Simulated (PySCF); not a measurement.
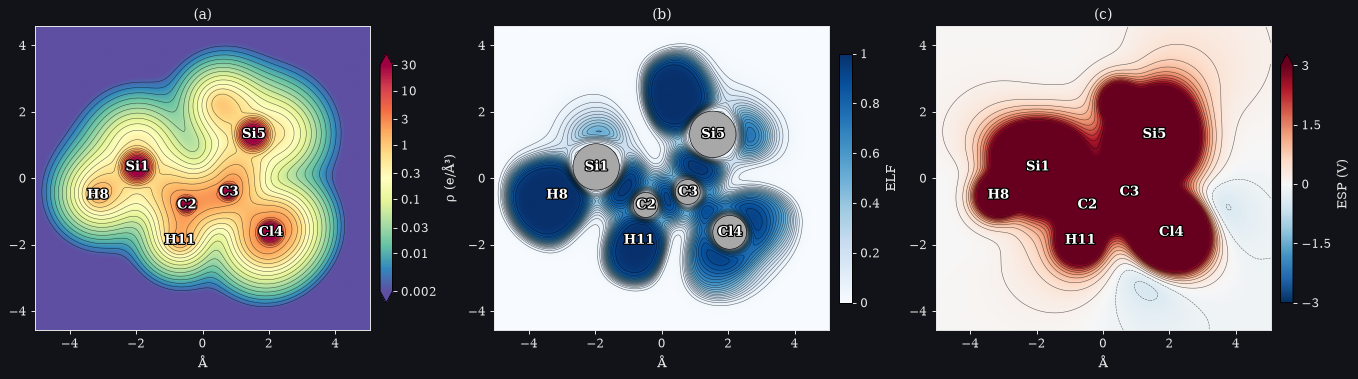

C₃H₁₁ClSi₃ (SMILES [SiH3]/C=C(/Cl)[SiH2]C[SiH3]). (a) total electron density; (b) ELF; (c) molecular electrostatic potential on the plane of atoms Si1, C2 and H11. Grey discs cover the atomic cores in the ELF map.

Geometry: GFN2-xTB.

Level of theory: PySCF 2.14.0, B3LYP/def2-SVPD, SCF density, gas phase.

```xyz
18

Si   -2.0723    1.6274   -0.4096
C    -1.8821    0.0070    0.5252
C    -1.1282   -1.0135    0.1437
Cl   -1.0579   -2.4425    1.1574
Si   -0.0034   -1.2178   -1.3647
C     1.7903   -1.0495   -0.7662
Si    2.2439    0.6368   -0.0146
H    -2.8850    2.5119    0.4310
H    -0.7696    2.2494   -0.6530
H    -2.7678    1.4005   -1.6794
H    -2.4392   -0.0795    1.4525
H    -0.3417   -0.1967   -2.3610
H    -0.2533   -2.5597   -1.9053
H     1.9846   -1.8250   -0.0245
H     2.4573   -1.2580   -1.6023
H     3.6378    0.6007    0.4417
H     1.3718    0.9354    1.1226
H     2.1060    1.6795   -1.0346
```

**Interpret the plot.**

- Atoms in the plane: Si, C, Cl and H.
- C–C (1.32 Å): the density is about 2.3 e/Å³ at the midpoint; the ELF peaks at about 0.90 between the atoms: a short, multiple covalent bond.
- C–Cl (1.75 Å): ρ is about 1.4 e/Å³ halfway; the ELF peaks at about 0.90 between the atoms, as expected for localised, covalent bonding.
- C–Si (1.88 Å): the density is about 0.94 e/Å³ at the midpoint; the ELF peaks at about 0.95 between the atoms; localised, covalent bonding.
- C–H (1.09 Å): ρ at the midpoint is about 2 e/Å³; the ELF climbs to about 1 towards the hydrogen, as it does in any bond to H (a covalent bond by its length).
- Si–H (1.47 Å): ρ at the midpoint is about 0.79 e/Å³; the ELF climbs to about 1 towards the hydrogen.
- The ELF also peaks beside Cl4, away from the bonds: lone-pair regions.
- Outside the dense part of the molecule the potential is most negative (−0.5 V) near Cl4.
